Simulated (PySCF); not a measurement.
**BH5O (B(H2O)H3) at 6 levels**

Wanted: a comparison of 6 runs (B2PLYP/STO-3G, PBE/STO-3G, PBE0/STO-3G, SVWN5/STO-3G, r2SCAN/STO-3G, NEVPT2(2,2)/STO-3G) of BH5O (B(H2O)H3). Input form: a Python script.

The calculation is run with PySCF 2.14.0.

**1. The structure to begin with**

BH5O has 7 atoms, charge 0, and is taken as a singlet. SMILES: `[H]B([H])([H])<-O`. Geometry: relaxed at GFN2-xTB.

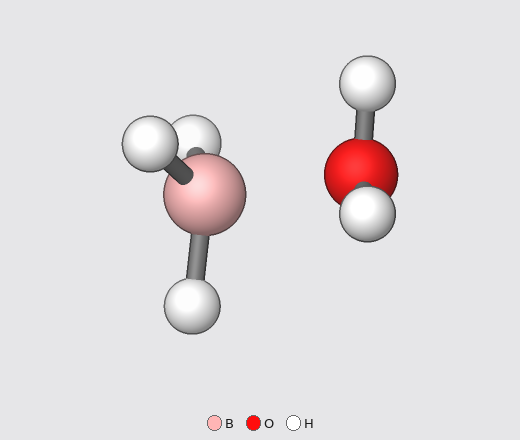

The structure, seen from a chosen angle (boron pink, oxygen red, hydrogen white).

**2. The energy at B2PLYP/STO-3G (run 1)**

Input file run.py:

```python
# B(H2O)H3
from pyscf import gto, dft, mp

mol = gto.M(
    atom=[
    ('B', (0.067800, -0.111690, -0.668890)),
    ('O', (0.100820, -0.146640, 1.030730)),
    ('H', (-0.836060, -0.142600, 1.252490)),
    ('H', (0.486320, 0.708910, 1.244780)),
    ('H', (1.210120, -0.068530, -0.970290)),
    ('H', (-0.544260, 0.876330, -0.930190)),
    ('H', (-0.484730, -1.115770, -0.958620)),
],
    verbose=4,
    max_memory=1860,
    basis='sto-3g',
)

calc0 = dft.RKS(mol)
calc0.xc = '0.53*HF + 0.47*B88, 0.73*LYP'
calc0.conv_tol = 1e-10
calc0.grids.level = 5
calc0.kernel()
if not calc0.converged:
    calc0 = calc0.newton().run(calc0.mo_coeff, calc0.mo_occ)

pt = mp.MP2(calc0, frozen=2).run()
etot = calc0.e_tot + 0.27 * pt.e_corr
print('PT2 part  %.8f' % (0.27 * pt.e_corr))
print('Final energy', etot)
```

Started as:

```
$ OMP_NUM_THREADS=1 python run.py
```

What it wrote:

```text
PySCF version 2.14.0

[... 73 lines left out ...]
converged SCF energy = -101.489428385876
[... 1 line left out ...]
******** <class 'pyscf.mp.mp2.RMP2'> ********
nocc = 7, nmo = 13
frozen orbitals 2
E(RMP2) = -101.598616251658  E_corr = -0.109187865781979
E(SCS-RMP2) = -101.612182412965  E_corr = -0.122754027088509
E_corr(same-spin) = -0.00954393674984478
E_corr(oppo-spin) = -0.0996439290321342
PT2 part  -0.02948072
Final energy -101.51890910963725
```

It took 2.7 s on 1 thread of Arm Neoverse V1, shared host; peak memory 0.18 GiB.

**3. A single-point energy at PBE/STO-3G (run 2)**

Input file geometry.xyz:

```xyz
7

B      0.067800    -0.111690    -0.668890
O      0.100820    -0.146640     1.030730
H     -0.836060    -0.142600     1.252490
H      0.486320     0.708910     1.244780
H      1.210120    -0.068530    -0.970290
H     -0.544260     0.876330    -0.930190
H     -0.484730    -1.115770    -0.958620
```

Input file input.py:

```python
# B(H2O)H3
from pyscf import gto, dft

mol = gto.M(
    atom='geometry.xyz',
    basis='sto-3g',
    verbose=3,
    spin=0,
    max_memory=1860,
)

mf = dft.RKS(mol)
mf.xc = 'pbe'
mf.conv_tol = 1e-10
mf.grids.level = 5
mf.kernel()
if not mf.converged:
    mf = mf.newton().run(mf.mo_coeff, mf.mo_occ)

e_final = mf.e_tot
print(f'total energy: {e_final:.8f} hartree')
```

Started as:

```
$ OMP_NUM_THREADS=1 python input.py
```

What it wrote:

```text
converged SCF energy = -101.543551837881
total energy: -101.54355184 hartree
```

Wall time 2.7 s (1 thread of Arm Neoverse V1, shared host); peak memory 0.18 GiB.

Runs 3 to 5 aren't shown in full; the table further down has their settings and results.

**4. A single-point energy at NEVPT2(2,2)/STO-3G (run 6)**

Input file calc.py:

```python
import numpy
from pyscf import gto, scf, mp, mcscf, mrpt

mol = gto.M(
    atom='''
B        0.067800      -0.111690      -0.668890
O        0.100820      -0.146640       1.030730
H       -0.836060      -0.142600       1.252490
H        0.486320       0.708910       1.244780
H        1.210120      -0.068530      -0.970290
H       -0.544260       0.876330      -0.930190
H       -0.484730      -1.115770      -0.958620
''',
    charge=0,
    basis='sto-3g',
    max_memory=1860,
    verbose=4,
)

hf = mol.RHF()
hf.conv_tol = 1e-10
hf.kernel()
if not hf.converged:
    hf = hf.newton().run(hf.mo_coeff, hf.mo_occ)

pt = mp.MP2(scf.addons.convert_to_uhf(hf)).run()
noons, natorbs = mcscf.addons.make_natural_orbitals(pt)
print('natural occupations', numpy.round(noons[:40], 4))
cas = mcscf.CASSCF(hf, 2, 2)
cas.fix_spin_(ss=0.0)
cas.natorb = True
cas.kernel(natorbs)
e_pt2 = mrpt.NEVPT(cas).kernel()
energy = cas.e_tot + e_pt2
print('E = %.10f Eh' % energy)
```

Started as:

```
$ OMP_NUM_THREADS=1 python calc.py
```

What it wrote:

```text
PySCF version 2.14.0

[... 57 lines left out ...]
converged SCF energy = -101.093903001034
[... 55 lines left out ...]
1-step CASSCF converged in   4 macro ( 27 JK   9 micro) steps
[... 11 lines left out ...]
CASSCF energy = -101.105997286636
[... 23 lines left out ...]
Nevpt2 Energy = -0.078803758270019
E = -101.1848010449 Eh
```

Run time: 1.1 s. Hardware: 1 thread of Arm Neoverse V1, shared host; peak memory 0.12 GiB.

**5. All runs side by side**

```
run               level  frozen core orbitals  integration grid  energy (Eh)  dipole moment (D) of the reference  HOMO energy (eV)  LUMO energy (eV)  wall time
  1       B2PLYP/STO-3G                     2                 5  -101.518909                                4.69             -7.88              8.11      2.7 s
  2          PBE/STO-3G                     –                 5  -101.543552                                4.82             -4.66              4.25      2.7 s
  3         PBE0/STO-3G                     –                 5  -101.573742                                4.77             -6.31              5.94      2.7 s
  4        SVWN5/STO-3G                     –                 5  -100.787044                                4.87             -4.40              4.37      2.1 s
  5       r2SCAN/STO-3G                     –                 5  -101.634747                                4.79             -5.14              4.83      3.6 s
  6  NEVPT2(2,2)/STO-3G                     –                 –  -101.184801                                4.58            -10.32             11.92      1.1 s
```

**6. What came out**

| quantity | value |
| --- | --- |
| run 6: total energy | -101.18480 Eh |
| run 6: dipole moment (Hartree–Fock density) | 4.58 D |
| run 6: HOMO energy (Hartree–Fock orbitals) | -10.32 eV |
| run 6: LUMO energy (Hartree–Fock orbitals) | 11.92 eV |
| run 6: HOMO–LUMO gap (Hartree–Fock orbitals) | 22.24 eV |

What this shows: Over runs 1, 2, 3, 4, 5 the dipole moment (its size) runs from 4.69 D (B2PLYP/STO-3G) to 4.87 D (SVWN5/STO-3G). A double hybrid's value is that of its SCF part. Over runs 1, 2, 3, 4, 5 the HOMO–LUMO gap runs from 8.76 eV (SVWN5/STO-3G) to 15.99 eV (B2PLYP/STO-3G). Totals of different functionals can't be ranked against each other. In runs 1, 2, 3, 4, 5, 6 the basis is minimal, so the values are rough. All runs together took 15 s, the longest 3.6 s.
